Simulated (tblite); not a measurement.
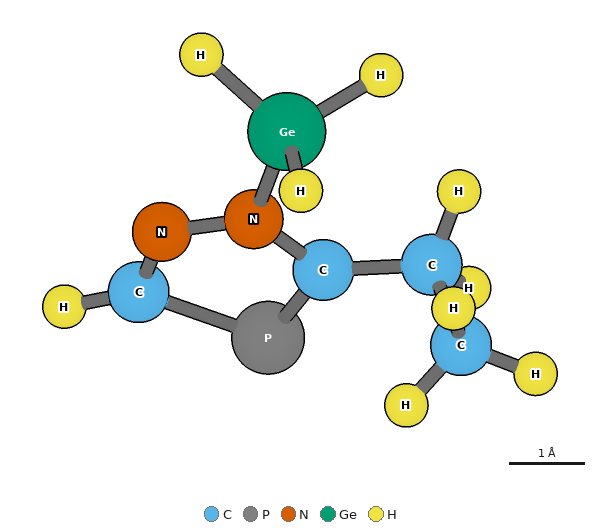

Fig. 1: The input geometry (ball-and-stick view, seen at a tilt). Sticks mark near contacts.

**C4H9GeN2P: geometry relaxation (part 1 of 2)**

- system: C4H9GeN2P
- method: GFN2-xTB geometry optimisation, gas phase (tblite 0.8.0)

## What the program printed
```
step      E/eV     max force
  0    -636.54960    4.300
  1    -637.13410    1.741
  2    -637.36550    1.769
  3    -637.47523    1.211
  4    -637.54633    0.585
  5    -637.57035    0.436
  6    -637.59332    0.369
  7    -637.60518    0.365
  8    -637.61664    0.224
  9    -637.62302    0.236
 10    -637.62918    0.218
 11    -637.63549    0.230
 12    -637.64313    0.249
 13    -637.65114    0.273
 14    -637.65947    0.268
 15    -637.66788    0.239
 16    -637.67577    0.230
 17    -637.68302    0.185
 18    -637.68999    0.177
 19    -637.69537    0.143
 20    -637.69819    0.115
 21    -637.69976    0.108
 22    -637.70121    0.113
 23    -637.70296    0.109
 24    -637.70513    0.132
 25    -637.70750    0.118
 26    -637.70984    0.141
 27    -637.71214    0.154
 28    -637.71449    0.133
 29    -637.71666    0.102
 30    -637.71822    0.081
 31    -637.71924    0.076
 32    -637.71997    0.080
 33    -637.72083    0.073
 34    -637.72191    0.072
 35    -637.72297    0.076
 36    -637.72382    0.064
 37    -637.72448    0.062
 38    -637.72511    0.055
 39    -637.72577    0.067
 40    -637.72648    0.084
 41    -637.72721    0.076
 42    -637.72792    0.064
 43    -637.72863    0.072
 44    -637.72936    0.063
 45    -637.73008    0.063
 46    -637.73087    0.074
 47    -637.73184    0.066
 48    -637.73259    0.053
 49    -637.73310    0.064
 50    -637.73362    0.066
 51    -637.73413    0.061
 52    -637.73459    0.046
 53    -637.73494    0.047
 54    -637.73518    0.038
 55    -637.73533    0.025
 56    -637.73547    0.027
 57    -637.73555    0.019
 58    -637.73560    0.018
 59    -637.73565    0.018
 60    -637.73571    0.015
 61    -637.73576    0.018
 62    -637.73581    0.016
 63    -637.73584    0.012
 64    -637.73587    0.013
 65    -637.73591    0.016
 66    -637.73598    0.019
 67    -637.73608    0.028
 68    -637.73621    0.033
 69    -637.73635    0.029
 70    -637.73653    0.040
 71    -637.73681    0.051
 72    -637.73724    0.050
 73    -637.73778    0.058
 74    -637.73837    0.059
 75    -637.73904    0.069
 76    -637.73999    0.087
 77    -637.74130    0.091
 78    -637.74176    0.118
 79    -637.74250    0.112
 80    -637.74375    0.059
 81    -637.74430    0.052
 82    -637.74528    0.049
 83    -637.74593    0.058
 84    -637.74651    0.051
 85    -637.74682    0.041
 86    -637.74709    0.040
 87    -637.74738    0.040
 88    -637.74770    0.021
 89    -637.74776    0.018
 90    -637.74781    0.019
 91    -637.74787    0.018
 92    -637.74793    0.017
 93    -637.74797    0.014
 94    -637.74800    0.012
 95    -637.74803    0.014
 96    -637.74806    0.014
 97    -637.74809    0.015
 98    -637.74812    0.013
 99    -637.74815    0.014
100    -637.74818    0.013
101    -637.74822    0.020
102    -637.74827    0.023
103    -637.74832    0.018
104    -637.74837    0.015
105    -637.74841    0.012
106    -637.74843    0.016
107    -637.74845    0.013
108    -637.74846    0.008
```

## Trajectory as extended XYZ (Å, eV, eV/Å), 28 of the 109 frames kept, from step=0 to step=108
```
17
Properties=species:S:1:pos:R:3:forces:R:3 step=0 energy=-636.54960
C     2.1501    0.0172    0.5679   -0.9280   0.9570   0.2690
C     1.2973    0.0173   -0.7246    1.0810  -0.9020   0.1960
C     0.0188   -0.6842   -0.4750    0.5740   0.1920  -0.5690
P    -0.2674   -2.3068   -0.6966   -1.0560  -4.1520  -0.3710
C    -2.0881   -2.1607   -0.1491    3.8550   1.2490  -0.9150
N    -2.1470   -0.8880    0.0789   -3.2850   0.6690   1.0770
N    -1.1096   -0.1234   -0.0748   -0.6050   2.3700   0.5810
Ge   -1.2029    1.7460    0.2878   -1.0550   0.1130   0.2220
H     1.8615    0.9488    1.1197    0.6760  -0.6790  -0.1720
H     3.2150   -0.0400    0.3371   -0.2880   0.2400   0.2300
H     1.8490   -0.8283    1.1923    0.2780   0.0540  -0.1370
H     1.1977    1.0116   -1.1494   -0.1290   0.0940   0.0400
H     1.8686   -0.6034   -1.4269   -0.2320   0.1070  -0.2220
H    -2.9042   -2.8684   -0.0558    0.5330   0.4940  -0.0490
H    -0.6544    2.0360    1.6838   -0.0500  -0.1790  -0.3580
H    -0.4080    2.5067   -0.7544   -0.1150  -0.1900   0.1630
H    -2.6834    2.2314    0.2292    0.7460  -0.4380   0.0150
17
Properties=species:S:1:pos:R:3:forces:R:3 step=4 energy=-637.54633
C     2.1214    0.0328    0.5731   -0.1520  -0.0720  -0.0490
C     1.3022   -0.0284   -0.7218   -0.2790  -0.2210  -0.0880
C    -0.0272   -0.7261   -0.5024    0.1480  -0.0600  -0.0960
P    -0.3292   -2.4394   -0.6988    0.1110   0.5740   0.0250
C    -1.9654   -2.0872   -0.1757   -0.1000   0.4080   0.1110
N    -2.2174   -0.8355    0.1117    0.2930   0.2680  -0.0350
N    -1.1326   -0.0692   -0.0629    0.3990  -0.0080  -0.1940
Ge   -1.2506    1.7668    0.3020    0.2560  -0.1860  -0.0590
H     1.8989    0.9385    1.1306   -0.0040   0.0460   0.0690
H     3.1852   -0.0127    0.3605    0.0150   0.1440  -0.0120
H     1.8692   -0.8237    1.1873    0.0360  -0.1260   0.1570
H     1.1894    0.9883   -1.1351   -0.1720  -0.3270   0.1060
H     1.8669   -0.6104   -1.4557   -0.1340  -0.0610   0.0080
H    -2.7786   -2.7834   -0.0737    0.0500  -0.1040  -0.0160
H    -0.6608    2.0194    1.6543   -0.0070  -0.0790   0.0000
H    -0.4263    2.4843   -0.7330   -0.1080  -0.0850   0.0800
H    -2.6519    2.1978    0.2296   -0.3520  -0.1110  -0.0080
17
Properties=species:S:1:pos:R:3:forces:R:3 step=8 energy=-637.61664
C     2.1058    0.0230    0.5756    0.1040  -0.0230   0.0700
C     1.2947   -0.0572   -0.7241    0.2020   0.0720   0.0260
C    -0.0143   -0.7289   -0.5186    0.0300   0.0160   0.0360
P    -0.3307   -2.4148   -0.7009   -0.1020  -0.0960  -0.0240
C    -1.9623   -2.0367   -0.1667    0.0100   0.0000  -0.0010
N    -2.1906   -0.7816    0.1134    0.0240  -0.0430  -0.0410
N    -1.0920   -0.0465   -0.0828   -0.0240   0.0140  -0.0130
Ge   -1.2491    1.7537    0.3007   -0.1160   0.1840   0.0550
H     1.8974    0.9353    1.1361   -0.1680  -0.0670  -0.0350
H     3.1715    0.0118    0.3606    0.0070   0.0120  -0.0330
H     1.8797   -0.8354    1.2053    0.0360  -0.0010   0.0160
H     1.1576    0.9481   -1.1244   -0.0600   0.0940  -0.0800
H     1.8516   -0.6287   -1.4642    0.0860  -0.1280  -0.0350
H    -2.7459   -2.7718   -0.0771   -0.0460   0.1680   0.0660
H    -0.6620    2.0036    1.6523   -0.0100  -0.0530   0.0360
H    -0.4399    2.4745   -0.7249    0.0020   0.0740  -0.0480
H    -2.6784    2.1636    0.2295    0.0250  -0.2230   0.0060
17
Properties=species:S:1:pos:R:3:forces:R:3 step=12 energy=-637.64313
C     2.1147    0.0156    0.5828   -0.0700   0.0490  -0.1320
C     1.3193   -0.0638   -0.7284   -0.1680  -0.1000  -0.0520
C     0.0027   -0.7285   -0.5186   -0.0620  -0.0460  -0.0150
P    -0.3436   -2.4136   -0.7080    0.0790   0.0240   0.0160
C    -1.9602   -2.0133   -0.1636   -0.0190   0.0600  -0.0170
N    -2.1739   -0.7542    0.1065   -0.0280   0.0440   0.0100
N    -1.0701   -0.0288   -0.0956    0.0360  -0.0050   0.0290
Ge   -1.2583    1.7758    0.3069    0.1230  -0.1630  -0.0650
H     1.8562    0.9197    1.1336   -0.0120  -0.0200   0.0160
H     3.1762    0.0287    0.3572    0.0610   0.0520   0.1100
H     1.8958   -0.8441    1.2167    0.0740   0.0100  -0.1120
H     1.1381    0.9402   -1.1350    0.2250  -0.1070   0.0000
H     1.8639   -0.6589   -1.4678    0.0600   0.1180   0.0880
H    -2.7527   -2.7309   -0.0601   -0.1370   0.0530   0.0550
H    -0.6657    1.9845    1.6622   -0.0260   0.0220   0.0260
H    -0.4497    2.4903   -0.7296   -0.0530   0.1060   0.0340
H    -2.6996    2.0935    0.2309   -0.0840  -0.0950   0.0090
17
Properties=species:S:1:pos:R:3:forces:R:3 step=16 energy=-637.67577
C     2.1171    0.0166    0.5689    0.0230  -0.0170   0.1290
C     1.3279   -0.0883   -0.7410    0.2150   0.0610   0.0540
C     0.0114   -0.7391   -0.5250    0.0700   0.0280  -0.0940
P    -0.3560   -2.4158   -0.7090   -0.1650  -0.0430   0.0790
C    -1.9691   -1.9779   -0.1636   -0.0970  -0.0200   0.0470
N    -2.1591   -0.7151    0.0994    0.0180  -0.0050   0.0320
N    -1.0412   -0.0146   -0.1041    0.0210  -0.0470  -0.0390
Ge   -1.2545    1.7742    0.3039   -0.1120  -0.0190   0.0290
H     1.7979    0.8936    1.1316    0.0710   0.0390   0.0030
H     3.1897    0.0680    0.3804   -0.1410   0.1510  -0.0080
H     1.9364   -0.8539    1.1965   -0.0030  -0.1010  -0.0690
H     1.1740    0.9120   -1.1563    0.0660   0.0260  -0.0680
H     1.9012   -0.6754   -1.4562    0.0090  -0.0840  -0.0790
H    -2.7938   -2.6535   -0.0238   -0.0220  -0.0590  -0.0450
H    -0.6797    1.9665    1.6780   -0.0470   0.0550  -0.0870
H    -0.4775    2.5433   -0.7257   -0.0770   0.0400   0.1010
H    -2.7317    1.9713    0.2362    0.1720  -0.0040   0.0160
17
Properties=species:S:1:pos:R:3:forces:R:3 step=20 energy=-637.69819
C     2.1174    0.0157    0.5756   -0.0010  -0.0050  -0.0480
C     1.3596   -0.1040   -0.7491   -0.0740  -0.0420  -0.0770
C     0.0285   -0.7473   -0.5467   -0.0180  -0.0470   0.0290
P    -0.3896   -2.4224   -0.6964    0.0320  -0.0130  -0.0240
C    -1.9921   -1.9509   -0.1528    0.0270  -0.0100   0.0410
N    -2.1443   -0.6814    0.1009    0.0100  -0.0040  -0.0060
N    -1.0115   -0.0098   -0.1197   -0.0010   0.0110  -0.0340
Ge   -1.2624    1.7650    0.3045    0.0430   0.0280   0.0060
H     1.7662    0.8810    1.1365   -0.0540  -0.0520   0.0730
H     3.1817    0.1309    0.3980    0.0630   0.0630  -0.0280
H     1.9681   -0.8827    1.1699    0.0080  -0.0060   0.0340
H     1.2189    0.8914   -1.1840    0.0150   0.0120  -0.0240
H     1.9323   -0.7026   -1.4582    0.0370  -0.0690   0.0310
H    -2.8305   -2.6091   -0.0062    0.0070  -0.0310  -0.0350
H    -0.6997    1.9656    1.6743    0.0020   0.0510   0.0200
H    -0.5169    2.5913   -0.6994   -0.0350   0.0210   0.0450
H    -2.7328    1.8814    0.2430   -0.0610   0.0930  -0.0010
17
Properties=species:S:1:pos:R:3:forces:R:3 step=24 energy=-637.70513
C     2.1178    0.0148    0.5700    0.0070   0.0070   0.0340
C     1.3596   -0.1125   -0.7597    0.0900   0.0050   0.0970
C     0.0291   -0.7546   -0.5487    0.0100   0.0580  -0.0360
P    -0.3918   -2.4289   -0.6960    0.0080   0.0220   0.0230
C    -1.9913   -1.9529   -0.1425    0.0160  -0.0130  -0.0550
N    -2.1419   -0.6808    0.1011   -0.0070  -0.0320  -0.0090
N    -1.0096   -0.0101   -0.1284   -0.0170  -0.0140   0.0370
Ge   -1.2629    1.7657    0.3082   -0.0820  -0.0010   0.0210
H     1.7517    0.8640    1.1513   -0.0510  -0.0580  -0.0550
H     3.1839    0.1584    0.3942   -0.1040  -0.0050  -0.0020
H     1.9777   -0.8874    1.1660    0.0840   0.0190  -0.0680
H     1.2324    0.8865   -1.1968   -0.0210  -0.1040  -0.0270
H     1.9432   -0.7234   -1.4520   -0.0380  -0.0050   0.0240
H    -2.8335   -2.6127   -0.0139    0.0460   0.0260   0.0140
H    -0.7031    1.9815    1.6771    0.0000   0.0080   0.0250
H    -0.5304    2.6079   -0.6842    0.0260   0.0390  -0.0290
H    -2.7379    1.8965    0.2445    0.0340   0.0470   0.0080
17
Properties=species:S:1:pos:R:3:forces:R:3 step=28 energy=-637.71449
C     2.1178    0.0128    0.5671   -0.0320  -0.0220   0.0150
C     1.3795   -0.1388   -0.7630   -0.0860  -0.0120  -0.0560
C     0.0370   -0.7570   -0.5605   -0.0260  -0.0030   0.0830
P    -0.3949   -2.4307   -0.6915    0.0490   0.0240  -0.0120
C    -1.9882   -1.9413   -0.1403   -0.0120   0.0130  -0.0570
N    -2.1307   -0.6677    0.0963   -0.0110   0.0120  -0.0090
N    -0.9954   -0.0029   -0.1383   -0.0070   0.0360   0.0430
Ge   -1.2779    1.7714    0.3178    0.0810   0.0510  -0.0230
H     1.6902    0.8169    1.1636   -0.0450   0.0750  -0.0150
H     3.1687    0.2229    0.3931    0.0300   0.0490   0.0190
H     2.0329   -0.9048    1.1419    0.0720  -0.1120   0.0090
H     1.2562    0.8420   -1.2332    0.0290   0.0430  -0.0250
H     1.9629   -0.7721   -1.4334   -0.0080  -0.0260   0.0050
H    -2.8371   -2.5887   -0.0109    0.0000  -0.0390   0.0300
H    -0.7158    2.0010    1.6906   -0.0400  -0.0430  -0.0420
H    -0.5596    2.6575   -0.6605   -0.0060  -0.0670   0.0220
H    -2.7526    1.8914    0.2514    0.0120   0.0220   0.0120
17
Properties=species:S:1:pos:R:3:forces:R:3 step=32 energy=-637.71997
C     2.1137    0.0098    0.5678    0.0270   0.0180  -0.0140
C     1.3769   -0.1458   -0.7649    0.0330   0.0210   0.0170
C     0.0339   -0.7532   -0.5510    0.0070   0.0100   0.0010
P    -0.3860   -2.4266   -0.6909   -0.0510   0.0110  -0.0010
C    -1.9863   -1.9426   -0.1511   -0.0150   0.0090   0.0280
N    -2.1340   -0.6706    0.0934   -0.0210   0.0070   0.0010
N    -0.9996    0.0007   -0.1306   -0.0130  -0.0180  -0.0040
Ge   -1.2762    1.7787    0.3193   -0.0220  -0.0290  -0.0040
H     1.6645    0.8065    1.1635   -0.0030  -0.0590   0.0050
H     3.1598    0.2504    0.3936   -0.0120   0.0520   0.0150
H     2.0651   -0.9220    1.1306    0.0000   0.0450  -0.0230
H     1.2667    0.8311   -1.2491    0.0170   0.0160   0.0190
H     1.9603   -0.7923   -1.4235   -0.0390  -0.0180  -0.0040
H    -2.8297   -2.5967   -0.0102    0.0170  -0.0040  -0.0130
H    -0.7244    2.0052    1.6908    0.0020  -0.0320   0.0250
H    -0.5621    2.6614   -0.6535    0.0600  -0.0210  -0.0490
H    -2.7498    1.9181    0.2559    0.0120  -0.0080   0.0020
17
Properties=species:S:1:pos:R:3:forces:R:3 step=36 energy=-637.72382
C     2.1172    0.0116    0.5635   -0.0010   0.0230   0.0250
C     1.3813   -0.1504   -0.7665   -0.0190  -0.0150   0.0120
C     0.0340   -0.7494   -0.5435   -0.0240   0.0010  -0.0580
P    -0.3936   -2.4207   -0.6915    0.0190  -0.0080   0.0120
C    -1.9908   -1.9353   -0.1503   -0.0020  -0.0240   0.0040
N    -2.1395   -0.6630    0.0916    0.0250  -0.0200   0.0200
N    -1.0012    0.0041   -0.1282   -0.0030   0.0130  -0.0130
Ge   -1.2758    1.7794    0.3181    0.0170   0.0550   0.0090
H     1.6348    0.7794    1.1683   -0.0160   0.0040   0.0440
H     3.1527    0.2988    0.4003    0.0000   0.0180  -0.0210
H     2.0978   -0.9272    1.1144    0.0260   0.0090  -0.0100
H     1.2843    0.8247   -1.2587   -0.0080  -0.0320   0.0090
H     1.9504   -0.8183   -1.4166    0.0040   0.0360  -0.0160
H    -2.8253   -2.5991   -0.0105   -0.0510   0.0160  -0.0050
H    -0.7335    1.9952    1.6975    0.0110  -0.0140  -0.0110
H    -0.5510    2.6583   -0.6582    0.0170  -0.0580   0.0200
H    -2.7489    1.9238    0.2603    0.0060  -0.0030  -0.0210
17
Properties=species:S:1:pos:R:3:forces:R:3 step=40 energy=-637.72648
C     2.1176    0.0179    0.5645   -0.0350  -0.0230  -0.0140
C     1.3794   -0.1538   -0.7642    0.0000   0.0230  -0.0170
C     0.0279   -0.7461   -0.5493    0.0180  -0.0160   0.0360
P    -0.3946   -2.4194   -0.6898   -0.0130  -0.0080  -0.0090
C    -1.9935   -1.9374   -0.1484    0.0010   0.0100   0.0060
N    -2.1410   -0.6649    0.0958   -0.0190   0.0060  -0.0040
N    -1.0063    0.0067   -0.1287   -0.0010  -0.0260  -0.0010
Ge   -1.2728    1.7858    0.3195   -0.0040  -0.0840   0.0000
H     1.6158    0.7631    1.1821   -0.0020   0.0150   0.0140
H     3.1452    0.3332    0.3990   -0.0330   0.0190  -0.0210
H     2.1249   -0.9267    1.1028    0.0330  -0.0310   0.0280
H     1.2917    0.8173   -1.2613   -0.0420   0.0440  -0.0190
H     1.9438   -0.8238   -1.4155    0.0400   0.0120   0.0120
H    -2.8322   -2.5988   -0.0134   -0.0010   0.0330   0.0050
H    -0.7346    1.9856    1.7002    0.0210   0.0110   0.0130
H    -0.5335    2.6401   -0.6600    0.0370   0.0060  -0.0050
H    -2.7448    1.9332    0.2568   -0.0010   0.0100  -0.0240
17
Properties=species:S:1:pos:R:3:forces:R:3 step=44 energy=-637.72936
C     2.1117    0.0214    0.5658    0.0270   0.0190   0.0120
C     1.3731   -0.1489   -0.7641   -0.0030  -0.0030   0.0250
C     0.0240   -0.7475   -0.5480    0.0090  -0.0330   0.0060
P    -0.3978   -2.4206   -0.6903   -0.0250  -0.0200  -0.0020
C    -1.9967   -1.9404   -0.1456   -0.0190   0.0010  -0.0150
N    -2.1464   -0.6688    0.0996    0.0160   0.0060  -0.0270
N    -1.0126    0.0021   -0.1280    0.0320  -0.0120   0.0220
Ge   -1.2668    1.7768    0.3196    0.0230   0.0370  -0.0050
H     1.6050    0.7543    1.1977   -0.0080  -0.0470  -0.0370
H     3.1299    0.3631    0.3910   -0.0230   0.0060  -0.0010
H     2.1521   -0.9282    1.0993   -0.0150   0.0430  -0.0440
H     1.2831    0.8240   -1.2619   -0.0400  -0.0190   0.0260
H     1.9438   -0.8167   -1.4140    0.0070   0.0320   0.0210
H    -2.8405   -2.5952   -0.0160    0.0010  -0.0190   0.0150
H    -0.7282    1.9762    1.7029   -0.0060   0.0070  -0.0170
H    -0.5031    2.6124   -0.6629   -0.0060   0.0010   0.0370
H    -2.7375    1.9481    0.2449    0.0300   0.0010  -0.0170
17
Properties=species:S:1:pos:R:3:forces:R:3 step=48 energy=-637.73259
C     2.1090    0.0301    0.5648   -0.0210   0.0060  -0.0330
C     1.3709   -0.1548   -0.7607   -0.0070  -0.0310  -0.0260
C     0.0253   -0.7609   -0.5457   -0.0040  -0.0060   0.0220
P    -0.4130   -2.4299   -0.6904    0.0170  -0.0140   0.0000
C    -2.0076   -1.9359   -0.1460   -0.0070  -0.0020  -0.0230
N    -2.1462   -0.6627    0.0961   -0.0030  -0.0050   0.0280
N    -1.0054   -0.0035   -0.1247   -0.0050   0.0150  -0.0050
Ge   -1.2562    1.7731    0.3211    0.0210  -0.0020   0.0030
H     1.5614    0.7120    1.2147   -0.0100   0.0320   0.0260
H     3.0998    0.4367    0.3834    0.0330   0.0200   0.0310
H     2.2089   -0.9269    1.0719    0.0040  -0.0080   0.0080
H     1.2710    0.8120   -1.2679   -0.0380  -0.0030   0.0340
H     1.9550   -0.8180   -1.4003    0.0010  -0.0170  -0.0500
H    -2.8554   -2.5835   -0.0112   -0.0150  -0.0300  -0.0010
H    -0.7279    1.9698    1.7077   -0.0150   0.0050   0.0030
H    -0.4728    2.5974   -0.6491    0.0190   0.0460  -0.0060
H    -2.7240    1.9570    0.2264    0.0310  -0.0040  -0.0110
17
Properties=species:S:1:pos:R:3:forces:R:3 step=52 energy=-637.73459
C     2.1059    0.0366    0.5619    0.0190  -0.0060   0.0340
C     1.3638   -0.1559   -0.7604    0.0080   0.0200   0.0250
C     0.0234   -0.7702   -0.5373   -0.0010  -0.0040  -0.0280
P    -0.4171   -2.4374   -0.6908   -0.0170   0.0080   0.0100
C    -2.0146   -1.9411   -0.1518    0.0130  -0.0130   0.0360
N    -2.1495   -0.6688    0.0998   -0.0040  -0.0170  -0.0110
N    -1.0075   -0.0102   -0.1197   -0.0070  -0.0390   0.0090
Ge   -1.2415    1.7707    0.3190    0.0180  -0.0050  -0.0200
H     1.5557    0.7087    1.2222   -0.0180   0.0080  -0.0250
H     3.0926    0.4568    0.3842    0.0050   0.0090  -0.0040
H     2.2205   -0.9203    1.0654    0.0070  -0.0240   0.0150
H     1.2436    0.8156   -1.2533   -0.0060  -0.0110  -0.0250
H     1.9540   -0.8069   -1.4090   -0.0420   0.0140  -0.0140
H    -2.8603   -2.5937   -0.0124    0.0210   0.0310  -0.0220
H    -0.7264    1.9676    1.7082    0.0000   0.0060   0.0290
H    -0.4455    2.5890   -0.6469    0.0150   0.0300   0.0020
H    -2.7042    1.9716    0.2110   -0.0090  -0.0050  -0.0110
```
